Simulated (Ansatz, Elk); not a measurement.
**RbRu2N2: X-ray structure factors from the self-consistent density**

Structure refinements treat a crystal as free atoms side by side. For a made-up structure of RbRu2N2 (cell and positions from a PBE relaxation) the runs below show what the calculated density changes in F(hkl).

Calculated with Elk 11.2.3 (patched build); DFT, PBE, all-electron APW+lo, Dirac cores, scalar-relativistic bands, static density, no spin.

The structure was built from a prototype and need not be the compound's stable phase.

## 1. The structure

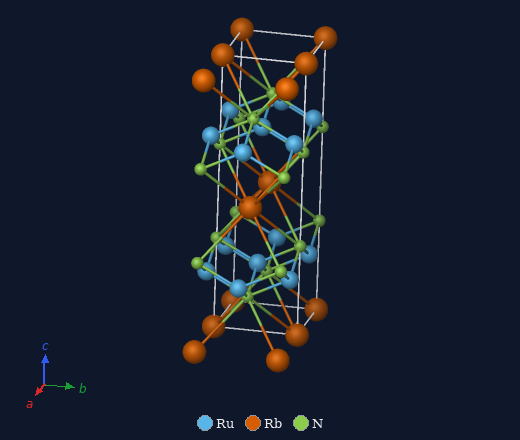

The cell as given, slightly off an axis (ruthenium blue, rubidium orange, nitrogen green). 2×1×1 cells are drawn. This picture shows the conventional cell, with its axes. Some periodic images of atoms are drawn too.

## 2. Ground state and structure factors

An all-electron density is needed, since X-rays see the cores too. Task 0 finds the density and task 195 Fourier-transforms it; tshift is off so that phases refer to the origin typed.

elk.in reads:

```
tasks
  0
  195

xctype
  20

spinpol
  .false.

rgkmax
  7.0

gmaxvr
  14.0

lmaxo
  7

lmaxapw
  8

swidth
  0.002

tshift
  .false.

ramdisk
  .false.

hmaxvr
  5.5

maxscl
  120

epspot
  1e-06

sppath
  './'

avec
  -3.48557454333 3.48557454333 11.63594329746
  3.48557454333 -3.48557454333 11.63594329746
  3.48557454333 3.48557454333 -11.63594329746

atoms
  3
  'Ru.in'
  2
  0.2500000000 0.7500000000 0.5000000000   0.000000 0.000000 0.000000
  0.7500000000 0.2500000000 0.5000000000   0.000000 0.000000 0.000000
  'Rb.in'
  1
  0.0000000000 0.0000000000 0.0000000000   0.000000 0.000000 0.000000
  'N.in'
  2
  0.6729236451 0.6729236451 0.0000000000   0.000000 0.000000 0.000000
  0.3270763549 0.3270763549 0.0000000000   0.000000 0.000000 0.000000

ngridk
  9 9 9
```

Command:

```bash
$ OMP_NUM_THREADS=4 elk
```

Numbers of over 12 decimals in the logs are rounded to 6 here.

Log:

```text
┌─────────────────────────┐
│ Elk code version 11.2.3 │
└─────────────────────────┘

All units are atomic (Hartree, Bohr, etc.)

┌─────────────────────────────────────────────────┐
│ Ground-state run starting from atomic densities │
└─────────────────────────────────────────────────┘

Lattice vectors :
  -3.485574543       3.485574543       11.63594330
   3.485574543      -3.485574543       11.63594330
   3.485574543       3.485574543      -11.63594330

Reciprocal lattice vectors :
  0.2112822810E-16  0.9013127146      0.2699903715
  0.9013127146      0.2112822810E-16  0.2699903715
  0.9013127146      0.9013127146     -0.5321373066E-17

Unit cell volume      :    565.4710008
Brillouin zone volume :   0.4386612454

Muffin-tin inner radius fraction :   0.1000000000E-01

Nuclei treated as point charges

Species : 1 (Ru)
 parameters loaded from : Ru.in
 name : ruthenium
 nuclear charge    :   -44.00000000
 electronic charge :    44.00000000
 atomic mass :    184239.3393
 muffin-tin radius :    2.286835767
 number of radial points in muffin-tin :   1193
 inner part over the whole radius :   0.9935759192E-02
 number on inner part of muffin-tin    :    846
 approximate nuclear radius :   0.8462081736E-04
 number of mesh points to nuclear radius :    425
 atomic positions (lattice), magnetic fields (Cartesian) :
  1 :   0.25000000 -0.25000000  0.50000000    0.00000000  0.00000000  0.00000000
  2 :  -0.25000000  0.25000000  0.50000000    0.00000000  0.00000000  0.00000000

Species : 2 (Rb)
 parameters loaded from : Rb.in
 name : rubidium
 nuclear charge    :   -37.00000000
 electronic charge :    37.00000000
 atomic mass :    155798.2686
 muffin-tin radius :    2.600000000
 number of radial points in muffin-tin :   1193
 inner part over the whole radius :   0.9947532429E-02
 number on inner part of muffin-tin    :    847
 approximate nuclear radius :   0.7999050501E-04
 number of mesh points to nuclear radius :    413
 atomic positions (lattice), magnetic fields (Cartesian) :
  1 :   0.00000000  0.00000000  0.00000000    0.00000000  0.00000000  0.00000000

Species : 3 (N)
 parameters loaded from : N.in
 name : nitrogen
 nuclear charge    :   -7.000000000
 electronic charge :    7.000000000
 atomic mass :    25532.65216
 muffin-tin radius :    1.583193993
 number of radial points in muffin-tin :    593
 inner part over the whole radius :   0.9831924482E-02
 number on inner part of muffin-tin    :    405
 approximate nuclear radius :   0.4939692610E-04
 number of mesh points to nuclear radius :    171
 atomic positions (lattice), magnetic fields (Cartesian) :
  1 :  -0.32707635 -0.32707635  0.00000000    0.00000000  0.00000000  0.00000000
  2 :   0.32707635  0.32707635  0.00000000    0.00000000  0.00000000  0.00000000

Total number of atoms per unit cell :    5
Total muffin-tin volume :    207.0565739
 ratio of muffin-tin to unit cell volume :   0.3661665650

Spin treatment :
 spin-unpolarised

Number of Bravais lattice symmetries :   16
Number of crystal symmetries         :   16
Crystal has inversion symmetry
Real symmetric eigensolver will be used

k-point grid :      9     9     9
k-point offset :    0.000000000       0.000000000       0.000000000
k-point set is reduced with full crystal symmetry group
Total number of k-points :       75

Muffin-tin radius times maximum |G+k| :    7.000000000
 using average radius
Maximum |G+k| for APW functions       :    3.384893475
Maximum (1/2)|G+k|²                   :    5.728751919
Maximum |G| for potential and density :    14.00000000
Constant for pseudocharge density :    9
 order of it for each species :   16  16  16
 order of it for pair densities of each species (exact exchange by exxq0 0: 17) :   12  15   4
Radial integration step length :    1

G-vector grid sizes :     60    60    60
Number of G-vectors :    26295

Maximum angular momentum used for
 APW functions            :    8
 outer part of muffin-tin :    7
 inner part of muffin-tin :    2

Total nuclear charge    :   -139.0000000
[...]
xc potential                :     -480.28364879653
 exchange                    :     -374.82933130206
 correlation                 :     -6.961029
 electron entropic           :    -0.98971137460617E-03
 total energy                :     -12156.060547092

Density of states at Fermi energy :    76.62711341
 (states/Hartree/unit cell)

Estimated indirect band gap :   0.6761884572E-03
 from k-point 62 to k-point 74
Estimated direct band gap   :   0.2450150966E-02
 at k-point 65

Charges :
 core                        :    88.00000000
 valence                     :    51.00000000
 interstitial                :    7.984932715
 muffin-tins (core leakage)
  species : 1 (Ru)
   atom 1                    :    41.37180731     (  0.2649693265E-06)
[...]
species : 2 (Rb)
[...]
species : 3 (N)
[...]
total in muffin-tins        :    131.0150673
 total calculated charge     :    139.0006128
 total charge                :    139.0000000
 error                       :   0.6127773224E-03

RMS change in Kohn-Sham potential (target) :    1.209320158     (  0.1000000000E-05)
Absolute change in total energy (target)   :   0.5830162974     (  0.1000000000E-03)

[... loops 3 to 15 left out ...]

┌──────────────────┐
│ Loop number : 16 │
└──────────────────┘

Energies :
 Fermi                       :     0.287031
 sum of occupied eigenvalues :     -7210.4484289790
 electron kinetic            :      12605.271873976
 core electron kinetic       :      12285.305210525
 Coulomb                     :     -24377.637183974
 Coulomb potential           :     -19317.630186095
 nuclear-nuclear             :     -1223.7185258149
 electron-nuclear            :     -27018.878071651
 Hartree                     :      3864.9594134922
 Madelung                    :     -14718.822090926
 xc potential                :     -498.09011685942
 exchange                    :     -375.29631455416
 correlation                 :     -6.986094
 electron entropic           :    -0.10168010603909E-02
 total energy                :     -12154.648735676

Density of states at Fermi energy :    78.23244684
 (states/Hartree/unit cell)

Estimated indirect band gap :   0.4430452992E-03
 from k-point 52 to k-point 12
Estimated direct band gap   :   0.5187799301E-02
 at k-point 53

Charges :
 core                        :    88.00000000
 valence                     :    51.00000000
 interstitial                :    7.789952687
 muffin-tins (core leakage)
  species : 1 (Ru)
[...]
species : 2 (Rb)
[...]
species : 3 (N)
[...]
total in muffin-tins        :    131.2100473
 total calculated charge     :    139.0005354
 total charge                :    139.0000000
 error                       :   0.5353638620E-03

RMS change in Kohn-Sham potential (target) :   0.4128845786E-06 (  0.1000000000E-05)
Absolute change in total energy (target)   :   0.7868434295E-04 (  0.1000000000E-03)

Convergence targets achieved

┌──────────────────┐
│ Loop number : 17 │
└──────────────────┘

Energies :
 Fermi                       :     0.287031
 sum of occupied eigenvalues :     -7210.4484236391
 electron kinetic            :      12605.271865989
 core electron kinetic       :      12285.305205883
 Coulomb                     :     -24377.637175077
 Coulomb potential           :     -19317.630194287
 nuclear-nuclear             :     -1223.7185258149
 electron-nuclear            :     -27018.878045377
 Hartree                     :      3864.9593961157
 Madelung                    :     -14718.822077933
 xc potential                :     -498.09009534108
 exchange                    :     -375.29631417225
 correlation                 :     -6.986094
 electron entropic           :    -0.10168017528694E-02
 total energy                :     -12154.648734370

Density of states at Fermi energy :    78.23251017
 (states/Hartree/unit cell)

Estimated indirect band gap :   0.4430398573E-03
 from k-point 52 to k-point 12
Estimated direct band gap   :   0.5187788516E-02
 at k-point 53

Charges :
 core                        :    88.00000000
 valence                     :    51.00000000
 interstitial                :    7.789952861
 muffin-tins (core leakage)
  species : 1 (Ru)
[...]
species : 2 (Rb)
   atom 1                    :    35.41964412     (  0.9279449230E-04)
  species : 3 (N)
   atom 1                    :    5.766832364     (  0.1566743901E-05)
   atom 2                    :    5.766832364     (  0.1566743901E-05)
 total in muffin-tins        :    131.2100471
 total calculated charge     :    139.0005354
 total charge                :    139.0000000
 error                       :   0.5353639170E-03

┌──────────────────────────────┐
│ Self-consistent loop stopped │
└──────────────────────────────┘

Wrote STATE.OUT
```

Run time: 69 s. Hardware: 4 threads of Arm Neoverse V1, shared host; peak memory 0.22 GiB; 3.7 min of CPU time.

SFACRHO.OUT:

```text

h k l indices transformed by vhmat matrix:
   1.000000000       0.000000000       0.000000000    
   0.000000000       1.000000000       0.000000000    
   0.000000000       0.000000000       1.000000000    

      h      k      l  multipl.   |H|            Re(F)            Im(F)           |F|

      0      0      0      1   0.0000000       139.00000     -0.40204661E-16   139.00000    
      1      1     -1      2  0.53998074      -56.220619     -0.88284224E-14   56.220619    
      0      1      0      8  0.94088225       26.675954      0.49046791E-15   26.675954    
      2      2     -2      2   1.0799615       101.12452      0.18147313E-13   101.12452    
     -2     -1      1      8   1.2117829       40.200386     -0.61308489E-16   40.200386    
     -1      1      0      4   1.2746487      -31.337421     -0.26007760E-15   31.337421    
     -1     -1      2      8   1.3843079       92.834927     -0.17166377E-13   92.834927    
      3      3     -3      2   1.6199422      -29.743600     -0.79701035E-13   29.743600    
      2      3     -3      8   1.6231866       22.221442      0.24523396E-15   22.221442    
      3      1     -2      8   1.6706424      -39.973281      0.40708837E-13   39.973281    
      1     -1     -1      4   1.8026254       95.904509      0.34553145E-13   95.904509    
     -2      0      2      8   1.8817645      -39.301453      0.14959271E-13   39.301453    
     -1      0      2     16   2.0334006       21.993499      -0.0000000       21.993499    
     -2     -4      3      8   2.0612962       89.444411     -0.21457971E-13   89.444411    
      4      3     -4      8   2.0938505       23.130134      -0.0000000       23.130134    
      1      3     -1      8   2.1013746       80.511397     -0.98093582E-15   80.511397    
     -4     -4      4      2   2.1599230       77.177418     -0.27466203E-13   77.177418    
      2      1     -3     16   2.1720673       29.999705      0.61308489E-16   29.999705
```

Elk indexes on the primitive cell of elk.in and gives |H| = 4π sin θ/λ in inverse bohr. Below, one row stands for each form hkl of the conventional cell (m members, Friedel mates merged), F is for one primitive cell and the density is static (no thermal factor). Free-atom factors are Waasmaier and Kirfel's, and R is Σm||F|−|F'||/Σm|F|.

```tsv
hkl	m	sin θ/λ (Å⁻¹)	abs F, DFT	neutral atoms	diff.
002	2	0.081	56.221	56.052	+0.169
101	8	0.141	26.676	26.924	-0.248
004	2	0.162	101.124	101.888	-0.764
103	8	0.182	40.200	39.817	+0.384
110	4	0.192	31.337	31.981	-0.644
112	8	0.208	92.835	93.225	-0.390
006	2	0.244	29.744	30.362	-0.619
105	8	0.244	22.221	22.251	-0.030
114	8	0.251	39.973	40.211	-0.238
200	4	0.271	95.904	95.925	-0.020
202	8	0.283	39.301	39.424	-0.123
211	16	0.306	21.994	22.005	-0.012
116	8	0.310	89.444	89.667	-0.223
107	8	0.315	23.130	23.111	+0.019
204	8	0.316	80.511	80.656	-0.144
008	2	0.325	77.177	77.334	-0.157
213	16	0.327	30.000	30.077	-0.077
206	8	0.364	26.119	26.057	+0.062
215	16	0.365	19.637	19.493	+0.144
118	8	0.377	34.234	34.370	-0.136
220	4	0.383	80.374	80.127	+0.247
109	8	0.390	26.725	26.842	-0.117
```

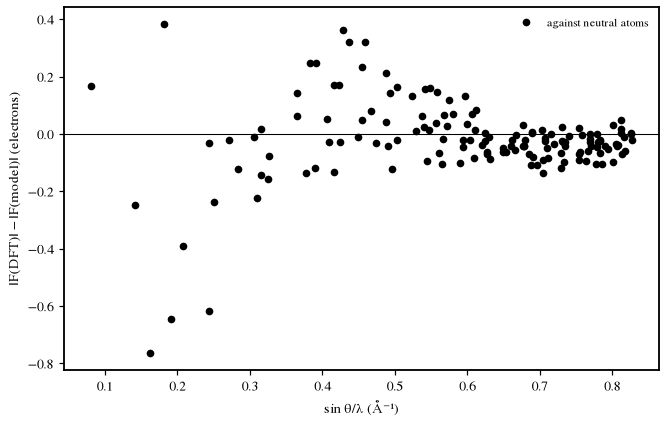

Difference between the calculated structure factors and the independent-atom ones.

## 3. The highest occupied states alone

An energy window below the Fermi level keeps the highest occupied states, to see at which angles they scatter; shallow core shells can lie inside it and anion s states outside. No new self-consistency is needed.

elk.in: that of step 2 with these lines changed.

```diff
@@ -1,3 +1,2 @@
 tasks
-  0
   195
@@ -40,2 +39,5 @@
 
+wsfac
+  -0.080460 0.587030
+
 sppath
```

Command:

```bash
$ OMP_NUM_THREADS=4 elk
```

Log:

```text
┌─────────────────────────────────┐
│ Elk code version 11.2.3 started │
└─────────────────────────────────┘

Info(readinput): the functional depends on the density's gradient
 muffin-tin radial points multiplied by    2.00000
 (not where nrmtscf is given)

┌────────────────────┐
│ Current task : 195 │
└────────────────────┘
Info(checkmt): changed muffin-tin radius of species 1 (Ru) from   2.6000 to   2.2868
Info(checkmt): changed muffin-tin radius of species 3 (N) from   1.8000 to   1.5832

Info(sfacrho): density structure factors written to SFACRHO.OUT

 Energy window :  -0.8046000000E-01  0.5870300000

┌──────────────────┐
│ Elk code stopped │
└──────────────────┘
```

Elapsed: 12 s, on 4 threads; peak memory 0.16 GiB; 16 s of CPU time.

States within 10 eV below the Fermi level hold 23.00 electrons; any levels below the window count with the cores. Their amplitudes can exceed the total, where window and core parts have opposite phase:

```tsv
hkl	sin θ/λ (Å⁻¹)	abs F, window	abs F, all
002	0.081	15.350	56.221
101	0.141	2.416	26.676
004	0.162	4.705	101.124
103	0.182	4.036	40.200
110	0.192	1.849	31.337
112	0.208	3.238	92.835
006	0.244	0.339	29.744
105	0.244	1.268	22.221
114	0.251	4.271	39.973
200	0.271	4.829	95.904
```

## 4. Another functional

The difference from free atoms is small, so it is set against the change that LDA (Perdew-Wang) makes.

elk.in: that of step 3 with these lines changed.

```diff
@@ -1,2 +1,3 @@
 tasks
+  0
   195
@@ -4,3 +5,3 @@
 xctype
-  20
+  3
 
@@ -39,5 +40,2 @@
 
-wsfac
-  -0.080460 0.587030
-
 sppath
```

Command:

```bash
$ OMP_NUM_THREADS=4 elk
```

Log:

```text
┌─────────────────────────┐
│ Elk code version 11.2.3 │
└─────────────────────────┘

All units are atomic (Hartree, Bohr, etc.)

┌─────────────────────────────────────────────────┐
│ Ground-state run starting from atomic densities │
└─────────────────────────────────────────────────┘

Lattice vectors :
  -3.485574543       3.485574543       11.63594330
   3.485574543      -3.485574543       11.63594330
   3.485574543       3.485574543      -11.63594330

Reciprocal lattice vectors :
  0.2112822810E-16  0.9013127146      0.2699903715
[...]
interstitial                :    7.857816604
 muffin-tins (core leakage)
  species : 1 (Ru)
[...]
species : 2 (Rb)
[...]
species : 3 (N)
   atom 1                    :    5.745162338     ( -0.2304411020E-05)
   atom 2                    :    5.745162338     ( -0.2304411020E-05)
 total in muffin-tins        :    131.1421834
 total calculated charge     :    139.0005661
 total charge                :    139.0000000
 error                       :   0.5660994453E-03

┌──────────────────────────────┐
│ Self-consistent loop stopped │
└──────────────────────────────┘

Wrote STATE.OUT
[key lines of the parts left out:]
total energy                :     -12141.531102971
```

Wall time 50 s (4 threads); peak memory 0.17 GiB.

Against the first run R = 0.04 %; the largest change is -0.057 at 200.

## 5. A coarser k-mesh

About half the k-points along each axis test the sampling.

elk.in: that of step 4 with these lines changed.

```diff
@@ -5,3 +5,3 @@
 xctype
-  3
+  20
 
@@ -63,2 +63,2 @@
 ngridk
-  9 9 9
+  4 4 4
```

Command:

```bash
$ OMP_NUM_THREADS=4 elk
```

Log:

```text
┌─────────────────────────┐
│ Elk code version 11.2.3 │
└─────────────────────────┘

All units are atomic (Hartree, Bohr, etc.)

┌─────────────────────────────────────────────────┐
│ Ground-state run starting from atomic densities │
└─────────────────────────────────────────────────┘

Lattice vectors :
  -3.485574543       3.485574543       11.63594330
   3.485574543      -3.485574543       11.63594330
   3.485574543       3.485574543      -11.63594330

Reciprocal lattice vectors :
  0.2112822810E-16  0.9013127146      0.2699903715
[...]
interstitial                :    7.793228630
 muffin-tins (core leakage)
  species : 1 (Ru)
[...]
species : 2 (Rb)
[...]
species : 3 (N)
   atom 1                    :    5.766307396     (  0.1566645193E-05)
   atom 2                    :    5.766307396     (  0.1566645193E-05)
 total in muffin-tins        :    131.2067714
 total calculated charge     :    139.0006870
 total charge                :    139.0000000
 error                       :   0.6869586607E-03

┌──────────────────────────────┐
│ Self-consistent loop stopped │
└──────────────────────────────┘

Wrote STATE.OUT
[key lines of the parts left out:]
total energy                :     -12154.650039518
```

Elapsed: 29 s, on 4 threads; peak memory 0.21 GiB; 62 s of CPU time.

Against the first run R = 0.02 %; the largest change is -0.034 at 0 0 10.

## 6. Settings against the effect

```tsv
run	R against the first run (%)	R against neutral atoms, low angle (%)	wall time
PBE, rgkmax 7	0.00	0.57	69 s
LDA (Perdew-Wang)	0.04	0.58	50 s
k-mesh 4×4×4	0.02	0.58	29 s
```

## 7. What came out

```yaml
r_against_neutral_atoms_sin_theta_lambda_0p3_a_minus1: 0.57 %
r_against_neutral_atoms_0p3_to_0p83_a_minus1: 0.24 %
```

What this shows: Independent neutral atoms miss the calculated amplitudes by R = 0.57 % below 0.3 Å⁻¹ and 0.24 % from there to 0.83 Å⁻¹; by shells, 0.71 % below 0.15 Å⁻¹ (2 forms), 0.56 % 0.15 to 0.3 (9 forms), 0.34 % 0.3 to 0.45 (21 forms), 0.21 % above 0.45 (117 forms). Bonding, aspherical density and the tables' own atoms all enter these figures, and the runs don't part them. The largest change of an amplitude is -0.76 electrons, at 004. The window's part falls from 23.0 electrons at the origin to at most 0.47 between 0.45 and 0.83 Å⁻¹. Below 0.3 Å⁻¹ the changes that finished (LDA (Perdew-Wang) and k-mesh 4×4×4) move F by R = 0.06 % at most, against the 0.57 % that separates it from free atoms. The basis has no finished test. These runs have no spin, though d or f shells may be open. The electron count is odd, so without spin the run is a metal by force. Part of the difference isn't bonding: the tables are fits to free atoms and ions calculated by other methods than this functional. Thermal motion, anomalous dispersion and extinction are left out.

[Logs are printed without paths, hosts, clocks, repeated set-up lines and the standing remarks that a program may print on its own settings, such as how far it seeks lower states.]

[Hosts, paths, dates, database ids (printed as entryN), source tags and the programs' standing remarks are cut or masked in the printed files.]
